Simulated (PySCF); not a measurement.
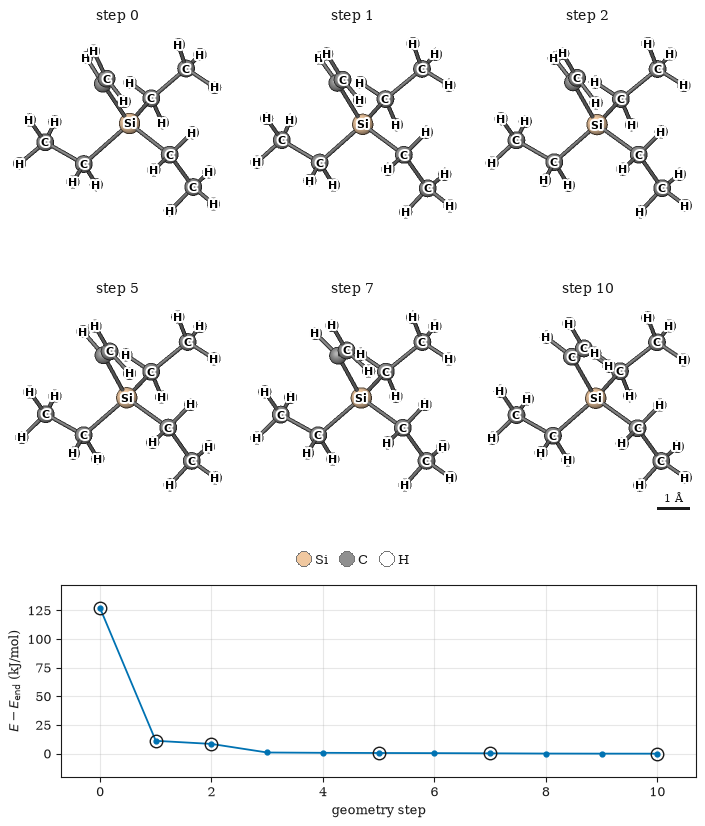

Frames of a relaxation of C$_{8}$H$_{18}$Si, marked on the history of the run. The picture is a ball-and-stick view, seen at a tilt.

The start comes from GFN2-xTB. Its atoms were then displaced at random by about 0.03 Å.

The calculation used PBE0-D3(BJ)/def2-SVP geometry optimisation, gas phase (PySCF 2.14.0, density-fitted response routines). 

What happens along the run?

Answer. After 10 geometry steps the energy has fallen by 127.1 kJ/mol. The atom that moves furthest after the best rigid fit is an H atom (0.54 Å). By element the largest moves are H 0.54 Å, C 0.25 Å, Si 0.14 Å. Some distances before and after: C–Si 2.041 → 1.893 Å, C–H 0.978 → 1.105 Å, C–H 1.191 → 1.102 Å, C–H 1.029 → 1.105 Å. Bond angles that change, for instance: H–C–H 112.9° → 107.1°, Si–C–H 113.4° → 107.7°, C–C–H 115.7° → 111.4°. The run took 14 min on 1 thread of Intel(R) Xeon(R) Processor @ 2.50GHz, on a shared host. From step 0 to 1: an H atom moves most (0.18 Å), energy −115.9 kJ/mol. From step 1 to 2: an H atom moves most (0.24 Å), energy −2.72 kJ/mol. From step 2 to 5: an H atom moves most (0.16 Å), energy −7.92 kJ/mol. From step 5 to 7: an H atom moves most (0.15 Å), energy −0.28 kJ/mol. From step 7 to 10: an H atom moves most (0.24 Å), energy −0.30 kJ/mol.
